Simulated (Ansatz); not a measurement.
## Single-point calculation of GaSiH3SO2

System: GaSiH3SO2.
Method: UKS B2GP-PLYP/aug-cc-pVDZ (Ansatz 0.2.0).

Some settings of this run were made unusual or wrong on purpose. The geometry comes from this level: PBE0-D4/def2-TZVP.

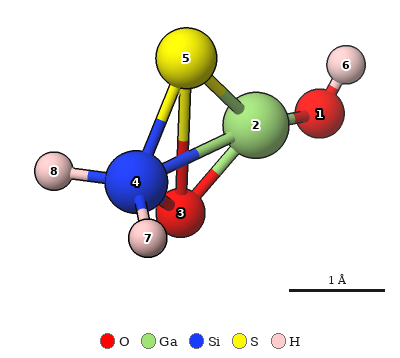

Figure 1. The input geometry (ball-and-stick view, seen at a tilt; atoms are numbered from 1 in the order of the input). Sticks mark near contacts.

**Outcome**

| quantity | value |
| --- | --- |
| outcome | converged |
| total energy | −75085.1000 eV |
| mean-field energy | −75077.1006 eV |
| SCF solution under orbital rotations | stable |
| hardware | 4 threads of Arm Neoverse V2, 23 GiB of memory available, shared host |
| wall time | 14 s (CPU time 52 s) |
| peak memory | 0.86 GiB |

**Diagnosis**

A setting was made wrong on purpose: squeeze. The program still converged, but the numbers can't be taken as results for the intended system.

**The input**
```yaml
crystal:
  periodic: [false, false, false]
  atoms:
    - {symbol: O, position_ang: [-1.084806, 1.343690, -0.291226]}
    - {symbol: Ga, position_ang: [-0.310214, 0.618893, -0.035091]}
    - {symbol: O, position_ang: [-0.231338, -0.451015, -0.612108]}
    - {symbol: Si, position_ang: [0.522483, -0.827219, -0.006806]}
    - {symbol: S, position_ang: [0.535052, 0.116142, 1.043019]}
    - {symbol: H, position_ang: [-1.070093, 1.780369, 0.098439]}
    - {symbol: H, position_ang: [1.443923, -0.977004, -0.452825]}
    - {symbol: H, position_ang: [0.157526, -1.579885, 0.349957]}
basis:
  gaussian: {orbitals: aug-cc-pVDZ, final_grid: {core_spheres: 20, valence_spheres: 16, degree: 47}}
magnetization: {spin_polarized: true, initial_magnetization: 0}
hamiltonian: {xc: {name: B2GP-PLYP}}
```

Launch command:
```bash
ansatz run in.yaml --threads 4 --pin off --events-out ev --progress --plain --max-ram 10444MiB
```

**Log**
```
Functional definition: B2GP-PLYP
  name "B2GP-PLYP"
  cite "Karton, Tarnopolsky, Lamère, Schatz & Martin, J. Phys. Chem. A 112, 12868 (2008) doi:10.1021/jp801805p"
  cite "Becke, Phys. Rev. A 38, 3098 (1988) doi:10.1103/PhysRevA.38.3098"
  cite "Lee, Yang & Parr, Phys. Rev. B 37, 785 (1988) doi:10.1103/PhysRevB.37.785"
  parameter a = 0.65
  parameter c = 0.36
  exchange = (1 - a)*b88_x + a*exact_x
  correlation = (1 - c)*lyp_c + c*(mp2_os + mp2_ss)
1662 factors; integrals over basis functions are off by at most 1.5e-4 eV
mean field evaluation 1: about -75059.1513 eV, gradient 7.5e1 eV
mean field evaluation 2: about -75059.1955 eV, gradient 7.5e1 eV
mean field evaluation 4: about -75076.9028 eV, gradient 7.7e0 eV
mean field evaluation 8: about -75077.0999 eV, gradient 2.6e-1 eV
mean field evaluation 16: about -75077.1004 eV, gradient 4.5e-5 eV
mean field -75077.10042615 eV, -2759.0325515747 hartree, gradient 1.9e-6 eV, S^2 0.000000; 0 other end points of the search recorded, 0 dependent functions left out
21 core orbitals not correlated: weight in the atoms' cores, before any rotation towards them, 0.996 or more for the frozen orbitals, at most 0.003 for the correlated occupied ones
reference -75077.10057543 eV, -2759.0325570606 hartree; 19, 19 occupied and 123, 123 virtual orbitals, 1662 factors
second order -22.22061467 eV of doubles, -0.00000000 eV of singles
Total energy: -75085.09999671 eV, -2759.3265303705 hartree
```
